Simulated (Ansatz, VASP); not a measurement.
**Cross-check of Lu2CCl2 between VASP and Ansatz**

Aim: how closely do two programs agree when they are given the same cell, functional and k mesh? Valence electrons are named where the data sets of a main pair hold unlike numbers.

Method: plane waves, with VASP 6.6.1 beside it; band structure at LDA, in Ansatz 0.2.0.

**1. The starting structure**

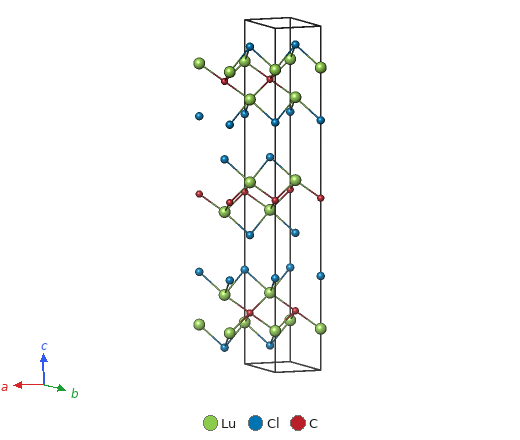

Start, viewed from a free direction; lutetium green, chlorine blue, carbon red. 2×1×1 cells are drawn. This picture shows the conventional cell, with its axes. Bonds to atoms that aren't drawn are left out. Some periodic images of atoms are drawn too.

**2. VASP: band structure, LDA**

The same path points are solved in both programs, so levels can be compared one by one.

Lines of VASP's logs that name or quote its potential files are left out, and so is its time.

Input file INCAR:

```
SYSTEM = Lu2CCl2
PREC = Accurate
ENCUT = 440
EDIFF = 1E-08
NELM = 100
ISMEAR = 0
SIGMA = 0.01
LREAL = .FALSE.
ALGO = Normal
GGA = CA
NBANDS = 42
LORBIT = 11
LWAVE = .TRUE.
LCHARG = .FALSE.
KPAR = 4
```

Input file POSCAR:

```
Lu2CCl2
1.0
    1.7934110645      1.0354263608      9.1525990727
   -1.7934110645      1.0354263608      9.1525990727
    0.0000000000     -2.0708527217      9.1525990727
Lu Cl C
2 2 1
Direct
    0.1204420852      0.1204420852      0.1204420852
    0.8795579148      0.8795579148      0.8795579148
    0.7262460539      0.7262460539      0.7262460539
    0.2737539461      0.2737539461      0.2737539461
    0.5000000000      0.5000000000      0.5000000000
```

Input file KPOINTS:

```
Automatic mesh
0
Gamma
4 4 4
0 0 0
```

Input file KPOINTS_OPT:

```
Line mode
12
Line-mode
Reciprocal
  0.00000000   0.00000000   0.00000000 GAMMA
  0.50000000   0.00000000   0.00000000 L

  0.50000000   0.00000000   0.00000000 L
  0.50000000   0.17519881  -0.17519881 B1

  0.82480119   0.50000000   0.17519881 B
  0.50000000   0.50000000   0.50000000 Z

  0.50000000   0.50000000   0.50000000 Z
  0.00000000   0.00000000   0.00000000 GAMMA

  0.00000000   0.00000000   0.00000000 GAMMA
  0.33759941   0.00000000  -0.33759941 X

  0.66240059   0.33759941   0.00000000 Q
  0.50000000   0.50000000   0.00000000 F

  0.50000000   0.50000000   0.00000000 F
  0.66240059   0.66240059   0.17519881 P1

  0.66240059   0.66240059   0.17519881 P1
  0.50000000   0.50000000   0.50000000 Z

  0.50000000   0.00000000   0.00000000 L
  0.82480119   0.33759941   0.33759941 P
```

Potentials, in the order of the species: Lu, Cl_GW and C_GW (PBE family, release 64).

Launch:

```sh
mpirun -np 4 vasp_std
```

Numbers of over 12 decimals in the logs are rounded to 6 here.

The program printed:

```text
[banner, memory and clock lines left out]
running    4 mpi-ranks, on    1 nodes
 distrk:  each k-point on    1 cores,    4 groups
 distr:  one band on    1 cores,    1 groups

 POSCAR found type information on POSCAR LuClC
 POSCAR found :  3 types and       5 ions
|                                                                             |
|               ----> ADVICE to this user running VASP <----                  |
|                                                                             |
|     You enforced a specific xc type in the INCAR file but a different       |
|     [... a line on the potential file left out ...]
|     I HOPE YOU KNOW WHAT YOU ARE DOING!                                     |
|                                                                             |

 LDA part: xc-table for (Slater(with rela. corr.)+CA(PZ))
 , standard interpolation
 POSCAR, INCAR and KPOINTS ok, starting setup
 FFT: planning ... GRIDC
 FFT: planning ... GRID_SOFT
 FFT: planning ... GRID
 WAVECAR not read
 entering main loop
       N       E                     dE             d eps       ncg     rms          rms(c)
DAV:   1     0.536537726641E+03    0.53654E+03   -0.24580E+04  1608   0.460E+03
DAV:   2     0.540278345035E+02   -0.48251E+03   -0.46017E+03  1292   0.707E+02
DAV:   3    -0.268124721870E+02   -0.80840E+02   -0.78415E+02  1192   0.171E+02
DAV:   4    -0.370409922966E+02   -0.10229E+02   -0.10149E+02  1718   0.543E+01
DAV:   5    -0.375131408698E+02   -0.47215E+00   -0.47117E+00  1832   0.107E+01    0.127E+01
DAV:   6    -0.328213517418E+02    0.46918E+01   -0.18360E+01  1896   0.728E+01    0.491E+00
DAV:   7    -0.330854022562E+02   -0.26405E+00   -0.51561E+00  1504   0.182E+01    0.302E+00
DAV:   8    -0.330393680510E+02    0.46034E-01   -0.19626E+00  1750   0.135E+01    0.151E+00
DAV:   9    -0.329537061411E+02    0.85662E-01   -0.64860E-01  1824   0.561E+00    0.290E-01
DAV:  10    -0.329571948507E+02   -0.34887E-02   -0.62276E-02  1544   0.193E+00    0.164E-01
DAV:  11    -0.329571313367E+02    0.63514E-04   -0.44707E-03  1568   0.523E-01    0.546E-02
DAV:  12    -0.329571501010E+02   -0.18764E-04   -0.14138E-03  1704   0.496E-01    0.468E-02
DAV:  13    -0.329571180758E+02    0.32025E-04   -0.11113E-03  1792   0.237E-01    0.239E-02
DAV:  14    -0.329571023977E+02    0.15678E-04   -0.18483E-04  1688   0.134E-01    0.666E-03
DAV:  15    -0.329571048271E+02   -0.24293E-05   -0.17524E-05  1664   0.382E-02    0.294E-03
DAV:  16    -0.329571050438E+02   -0.21679E-06   -0.22776E-06  1728   0.200E-02    0.230E-03
DAV:  17    -0.329571049120E+02    0.13187E-06   -0.10689E-06  1616   0.916E-03    0.544E-04
DAV:  18    -0.329571049236E+02   -0.11649E-07   -0.13454E-07  1448   0.311E-03    0.361E-04
DAV:  19    -0.329571049223E+02    0.12769E-08   -0.17234E-08  1064   0.228E-03
   1 F= -.32957105E+02 E0= -.32957105E+02  d E =-.226268-124
 Start KPOINTS_OPT (optional k-point list driver)
k-point batch [1-13\108]
       N       E                     dE             ncg
DAV:   1    -0.681146242177E+03   -0.15683E+05     1614
DAV:   2    -0.676909951210E+04   -0.60880E+04     1260
DAV:   3    -0.782984315624E+04   -0.10607E+04     1242
DAV:   4    -0.796241881737E+04   -0.13258E+03     1832
DAV:   5    -0.796979501147E+04   -0.73762E+01     1848
DAV:   6    -0.796999958813E+04   -0.20458E+00     1798
DAV:   7    -0.797000543174E+04   -0.58436E-02     1768
DAV:   8    -0.797000575038E+04   -0.31864E-03     1784
DAV:   9    -0.797000577007E+04   -0.19695E-04     1776
DAV:  10    -0.797000577144E+04   -0.13678E-05     1736
DAV:  11    -0.797000577154E+04   -0.98409E-07     1472
DAV:  12    -0.797000577154E+04   -0.46402E-08     1008
[...]
k-point batch [105-108\108]
       N       E                     dE             ncg
DAV:   1     0.170497152703E+05   -0.89457E+04      496
DAV:   2     0.152452945419E+05   -0.18044E+04      384
DAV:   3     0.149461686597E+05   -0.29913E+03      384
DAV:   4     0.149120942091E+05   -0.34074E+02      584
DAV:   5     0.149104061354E+05   -0.16881E+01      560
DAV:   6     0.149103412820E+05   -0.64853E-01      568
DAV:   7     0.149103392061E+05   -0.20760E-02      536
DAV:   8     0.149103390734E+05   -0.13268E-03      552
DAV:   9     0.149103390649E+05   -0.84367E-05      544
DAV:  10     0.149103390644E+05   -0.55585E-06      536
DAV:  11     0.149103390644E+05   -0.36125E-07      448
DAV:  12     0.149103390644E+05   -0.15534E-08      296
 writing wavefunctions
```

From OUTCAR (step 2):

```text
ion  position               nearest neighbor table
   1  0.120  0.120  0.120-   5 2.43   5 2.43   5 2.43   3 2.66   3 2.66   3 2.66   2 3.28   2 3.28
                             2 3.28
   2  0.880  0.880  0.880-   5 2.43   5 2.43   5 2.43   4 2.66   4 2.66   4 2.66   1 3.28   1 3.28
                             1 3.28
   3  0.726  0.726  0.726-   1 2.66   1 2.66   1 2.66
   4  0.274  0.274  0.274-   2 2.66   2 2.66   2 2.66
   5  0.500  0.500  0.500-   1 2.43   2 2.43   1 2.43   1 2.43   2 2.43   2 2.43

  LATTYP: Found a trigonal (rhomboedric) cell.
 ALAT       =     9.3839491037
 COS(alpha) =     0.9269503065

 Subroutine GETGRP returns: Found 12 space group operations
 (whereof 12 operations were pure point group operations)

The static configuration has the point symmetry D_3d.

 Found     13 irreducible k-points:

   k-points           NKPTS =     13   k-points in BZ     NKDIM =     13   number of bands    NBANDS=     42

   dimension x,y,z NGX =    64 NGY =   64 NGZ =   64
   dimension x,y,z NGXF=   128 NGYF=  128 NGZF=  128

   ENCUT  =  440.0 eV  32.34 Ry    5.69 a.u.  16.05 16.05 16.05*2*pi/ulx,y,z

   NELECT =      68.0000    total number of electrons

 k-points in reciprocal lattice and weights: Automatic mesh
   0.00000000  0.00000000  0.00000000       0.016
   0.25000000  0.00000000 -0.00000000       0.094
   0.50000000  0.00000000 -0.00000000       0.047
   0.25000000  0.25000000 -0.00000000       0.094
   0.50000000  0.25000000 -0.00000000       0.188
  -0.25000000  0.25000000  0.00000000       0.094
   0.50000000  0.50000000 -0.00000000       0.047
   0.25000000  0.25000000  0.25000000       0.031
   0.50000000  0.25000000  0.25000000       0.094
  -0.25000000  0.25000000  0.25000000       0.094
   0.50000000  0.50000000  0.25000000       0.094
  -0.25000000  0.50000000  0.25000000       0.094
   0.50000000  0.50000000  0.50000000       0.016

 average (electrostatic) potential at core
       1 -33.8174       2 -33.8174       3 -84.1683       4 -84.1683       5 -50.0886

 E-fermi :   2.1516

 k-point     1 :       0.0000    0.0000    0.0000
  band No.  band energies     occupation
    ...
     30      -0.7564      2.00000
     31      -0.7564      2.00000
     32       1.2423      2.00000
     33       1.9847      2.00000
     34       1.9847      2.00000
     35       5.0206      0.00000
     36       5.0206      0.00000
     37       5.4639      0.00000
     38       5.8902      0.00000
     39       6.1081      0.00000
    ...

 k-point     2 :       0.2500    0.0000   -0.0000
  band No.  band energies     occupation
    ...
     30      -1.0669      2.00000
     31      -0.9066      2.00000
     32       0.8956      2.00000
     33       1.1698      2.00000
     34       1.8009      2.00000
     35       3.6541      0.00000
     36       5.9249      0.00000
     37       6.2368      0.00000
     38       6.6525      0.00000
     39       7.2052      0.00000
    ...

 k-point     3 :       0.5000    0.0000   -0.0000
  band No.  band energies     occupation
    ...
     30      -1.2154      2.00000
     31      -1.1174      2.00000
     32       0.3486      2.00000
     33       1.5086      2.00000
     34       1.8649      2.00000
     35       2.7613      0.00000
     36       6.2043      0.00000
     37       7.6076      0.00000
     38       8.0391      0.00000
     39       8.0823      0.00000
    ...

  Total       -1.9483805     -1.9483805     -0.3940691      0.0000000      0.0000000      0.0000000
  in kB      -30.6118528    -30.6118528     -6.1913907      0.0000000      0.0000000      0.0000000
  external PRESSURE =     -22.4716988 kB  Pullay stress =       0.0000000 kB

  energy-cutoff  :      440.00
  volume of cell :      101.98
      direct lattice vectors                 reciprocal lattice vectors
     1.793411065  1.035426361  9.152599073     0.278798325  0.160964288  0.036419527
    -1.793411065  1.035426361  9.152599073    -0.278798325  0.160964288  0.036419527
     0.000000000 -2.070852722  9.152599073     0.000000000 -0.321928575  0.036419527

 POSITION                                       TOTAL-FORCE (eV/Angst)
 -----------------------------------------------------------------------------------
      0.00000     -0.00000      3.30707         0.000000     -0.000000      0.106812
      0.00000     -0.00000     24.15072         0.000000      0.000000     -0.106812
      0.00000     -0.00000     19.94112         0.000000      0.000000     -0.119544
      0.00000     -0.00000      7.51668         0.000000     -0.000000      0.119544
      0.00000     -0.00000     13.72890        -0.000000     -0.000000     -0.000000
 -----------------------------------------------------------------------------------
    total drift:                               -0.000000     -0.000000      0.000000

  FREE ENERGIE OF THE ION-ELECTRON SYSTEM (eV)
  ---------------------------------------------------
  free  energy   TOTEN  =       -32.9571049223 eV

  energy  without entropy=      -32.9571049223  energy(sigma->0) =      -32.95710492

 total charge
# of ion       s       p       d       f       tot
--------------------------------------------------
    1        2.246   6.128   0.947  14.035  23.356
    2        2.246   6.128   0.947  14.035  23.356
    3        1.575   3.485   0.021   0.000   5.081
    4        1.575   3.485   0.021   0.000   5.081
    5        0.828   1.455   0.000   0.000   2.283
--------------------------------------------------
tot          8.469  20.682   1.936  28.071  59.158

[... 3 further parts left out ...]
```

The PAW data sets were made with PBE, a small mismatch for LDA.

[end of part 1 of 2]

[Lines on the potential files, build, host, timing and source positions are cut from VASP's logs without a mark.]

[Logs are printed without paths, hosts, clocks, repeated set-up lines and the standing remarks that a program may print on its own settings, such as how far it seeks lower states.]

[Hosts, paths, dates, database ids (printed as entryN), source tags and the programs' standing remarks are cut or masked in the printed files.]
